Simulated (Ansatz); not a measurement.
CdSe (zinc blende)

```xyz
2
Lattice="0.0000 3.0409 3.0409 3.0409 0.0000 3.0409 3.0409 3.0409 0.0000" Properties=species:S:1:pos:R:3 pbc="T T T"
Se     4.5614     4.5614     4.5614
Cd     0.0000     0.0000     0.0000
```

In this cell atom 2 (Cd, nearest neighbour Se at 2.634 Å; its periodic images, 4.3 Å or more away, move with it) is moved by u·(1.000, 0.000, 0.000) + v·(0.000, 1.000, 0.000); the rest is frozen.

These are PBEsol (plane waves to 420 eV, PAW, scalar-relativistic; Ansatz, a quantum-chemistry and plane-wave program) values and carry that method's errors. k mesh 8×8×8 (Γ-centred), Fermi-Dirac smearing 0.05 eV. The energy includes the smearing's −TS. Fu and Fv are the components of the force on the atom. CdSe was relaxed with its symmetry unable to fall. ΔE is measured from the undisplaced structure. Axes are in Å.

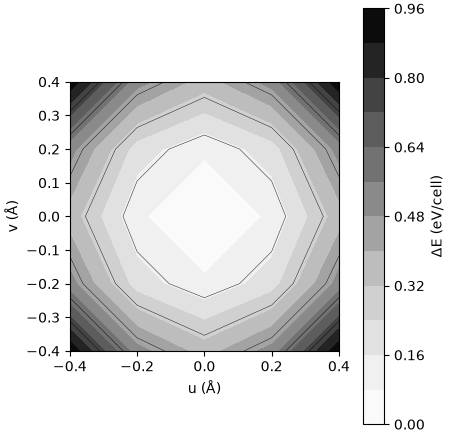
Fig. 1. ΔE (eV/cell) over the 5×5 grid of computed points.

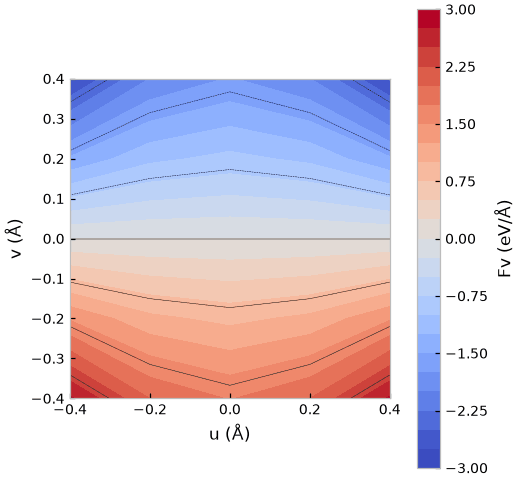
Figure: Fv (eV/Å) over the 5×5 grid of computed points.

Centre of the map: a minimum. Lowest place on the grid: u = 0.000 Å, v = 0.000 Å (0 meV/cell). Principal force constants in the plane (five-point differences of the forces): 4.7 eV/Å², isotropic. Highest place on the grid, met at several equal points: u = -0.400 Å, v = -0.400 Å; u = 0.400 Å, v = -0.400 Å; u = -0.400 Å, v = 0.400 Å; u = 0.400 Å, v = 0.400 Å (940 meV/cell).

(For displaced atoms, the force is minus the slope of the energy, and its curvature is a force constant, which sets phonon frequencies.)
